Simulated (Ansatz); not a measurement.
# ClFGaH3N (doublet): what the fields show

Input

```
crystal:
  periodic: [false, false, false]
  atoms:
    - { symbol: Ga, position_ang: [0.104059, 0.027056, 0.769528] }
    - { symbol: Cl, position_ang: [-1.111853, 1.507053, 1.916003] }
    - { symbol: H, position_ang: [1.399172, 0.267272, -0.083024] }
    - { symbol: "N", position_ang: [-1.378798, -0.35157, -0.495035] }
    - { symbol: H, position_ang: [-2.344777, -0.083051, -0.221196] }
    - { symbol: H, position_ang: [-1.273029, -0.367745, -1.522858] }
    - { symbol: F, position_ang: [0.032726, -0.999015, 2.206581] }
magnetization:
  spin_polarized: true
  initial_magnetization: 1
basis:
  gaussian: { orbitals: def2-mTZVP }
hamiltonian:
  xc: pbe
relax:
  f_tol: 0.03
  max_steps: 50
output:
  orbitals: {}
```

Command:

```sh
ansatz run input.yaml --threads 4 --pin off --max-ram 5120MiB --backend cpu --events-out ev --progress --plain --runs-dir out
```

The fields are those of the run's last geometry, not of the input's.

These are results of Ansatz, UKS PBE/def2-mTZVP, not measurements.

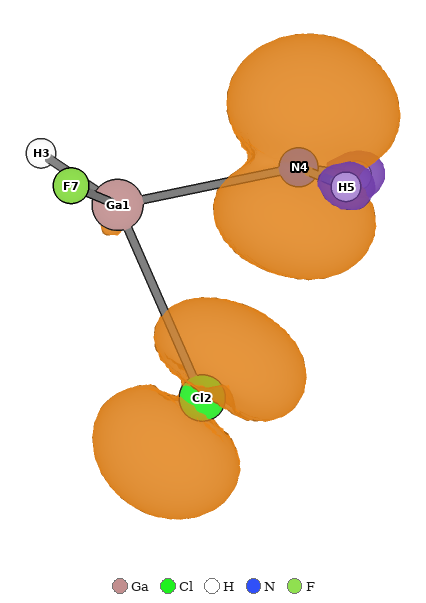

Figure 1. Isosurfaces of the spin density (α minus β) at +0.02 (orange) and −0.02 e/Å³ (purple), seen from one side.

Question: Where is the unpaired spin?

Answer: The unpaired spin (1 electron) lies mostly on N4 (about 0.6) and Cl2 (about 0.3), in electrons by Hirshfeld's partition.

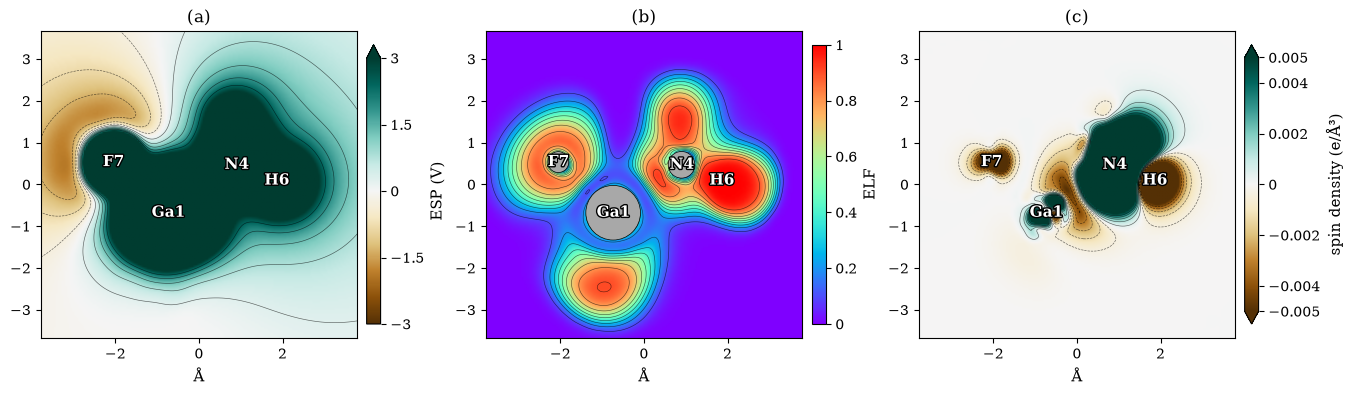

Figure 2. (a) electrostatic potential; (b) ELF; (c) spin density on the plane of atoms N4, Ga1 and F7. Grey discs cover the atomic cores in the ELF map.

Question: Describe what can be read from this map.

Answer: Atoms in the plane: Ga, N, H and F. Ga–F (1.79 Å): the ELF peaks at about 0.80 in the valence shell of F, 0.5 Å from its nucleus, and is about 0.15 at the midpoint. Ga–N (2.00 Å): the ELF peaks at about 0.90 in the valence shell of N, 0.6 Å from its nucleus, and is about 0.30 at the midpoint. N–H (1.03 Å): the ELF climbs to about 1 towards the hydrogen, as it does in any bond to H (a covalent bond by its length). The ELF also peaks beside F7, away from the bonds: non-bonding electrons, paired or unpaired.

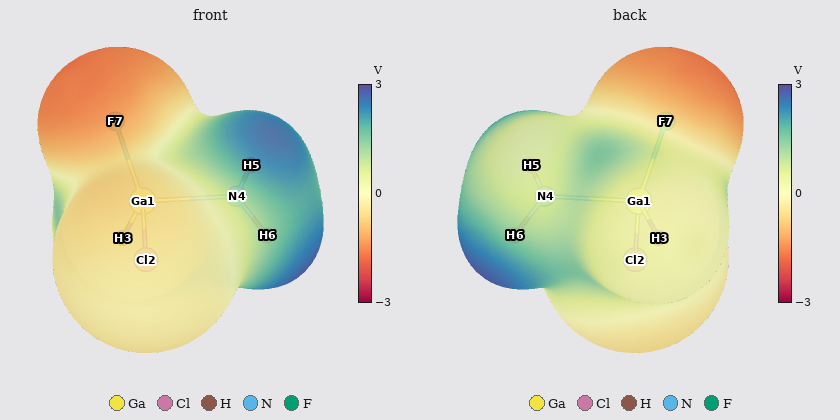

Figure 3. The electrostatic potential painted on the density surface at 0.002 e/bohr³, seen from the front and from behind; the colour scale runs from red (negative) to blue (positive).

Question: Which sites attract a positive test charge, and which a negative one?

Answer: A positive charge is drawn to the negative regions and a negative charge to the positive ones. The most negative region (about −1.6 V) lies over F7, the most positive (about +2.8 V) over H6.

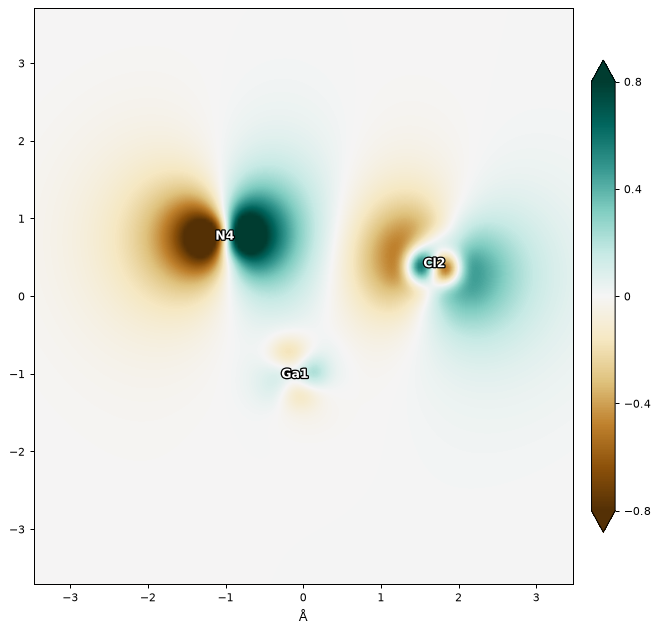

Figure 4. The LUMO (β) on the plane of atoms Cl2, Ga1 and N4 (values in Å⁻³ᐟ²; the overall sign is arbitrary).

Question: Describe this orbital and give its energy.

Answer: Its weight (Hirshfeld) is mainly on N4 (about 60 %) and Cl2 (about 30 %). Its energy is −5.89 eV.
